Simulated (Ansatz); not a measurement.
# CH4BClSi: the cost of one run

The runs use Ansatz 0.2.0; RHF/def2-TZVP.

## 1. Where the work starts

SMILES `B[SiH]=CCl`, 8 atoms, charge 0, spin multiplicity 1.

Atoms are counted from 1 here; the program's logs count them from 0.

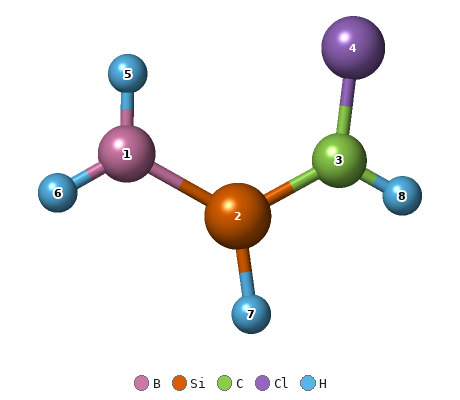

As it starts; boron pink, silicon orange, carbon green, chlorine purple, hydrogen blue; atoms are numbered from 1 in the order of the file.

Geometry (Å):

```xyz
8
charge 0, multiplicity 1
B    -0.74061    1.51930   -0.26416
Si    0.46695    0.18965    0.50326
C     0.45595   -1.50951   -0.00643
Cl   -0.58003   -2.19135   -1.20053
H    -1.52350    1.16080   -1.12019
H    -0.72070    2.67859    0.09608
H     1.50335    0.41516    1.56482
H     1.13858   -2.26264    0.42715
```

This geometry comes from a loose relaxation at PBE in a small basis, which is not shown.

## 3. Setting up the map

The axes are (1) bond length B1–Si2: 15 values from 1.726 to 2.810 Å; (2) dihedral H5–B1–Si2–C3: 15 values from −180 to 156 °, periodic.

Nothing else is relaxed (all other coordinates rigid). Energies count from the relaxed molecule at the same level. Points are written as (first, second).

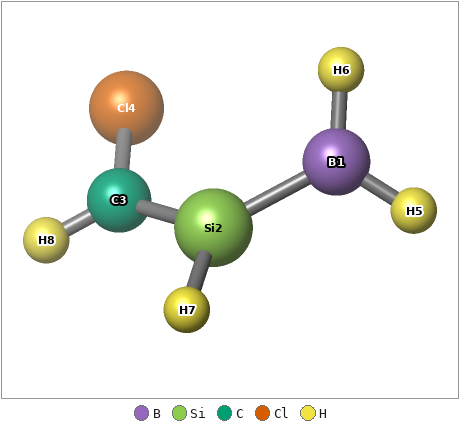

The geometry at (1.803 Å, −132°).

(The set-up runs are not shown.)

## 4. Grid point (1.803 Å, −132°)

The input, input.yaml:

```yaml
crystal:
  periodic: [false, false, false]
  atoms:
    - { symbol: B, position_ang: [-0.747183, 1.519817, -0.270048] }
    - { symbol: Si, position_ang: [0.35465, 0.270443, 0.419761] }
    - { symbol: C, position_ang: [0.602626, 0.057884, 2.100425] }
    - { symbol: Cl, position_ang: [-0.142452, 0.980443, 3.361037] }
    - { symbol: H, position_ang: [-1.526738, 1.214471, -1.107744] }
    - { symbol: H, position_ang: [-0.702809, 2.645803, 0.103559] }
    - { symbol: H, position_ang: [1.116532, -0.653268, -0.432467] }
    - { symbol: H, position_ang: [1.261918, -0.69043, 2.496865] }
basis:
  gaussian: { orbitals: def2-TZVP }
hamiltonian:
  xc: hf
output:
  forces: true
```

The run is started by

```bash
> ansatz run input.yaml --threads 1 --pin off --max-ram 2560MiB --backend cpu --events-out ev --progress --plain --runs-dir out
```

**Question.** How long does this run take on 1 thread of Arm Neoverse N1, shared host, and how much memory does it need?

About 6.9 s, with a peak of 0.32 GiB.
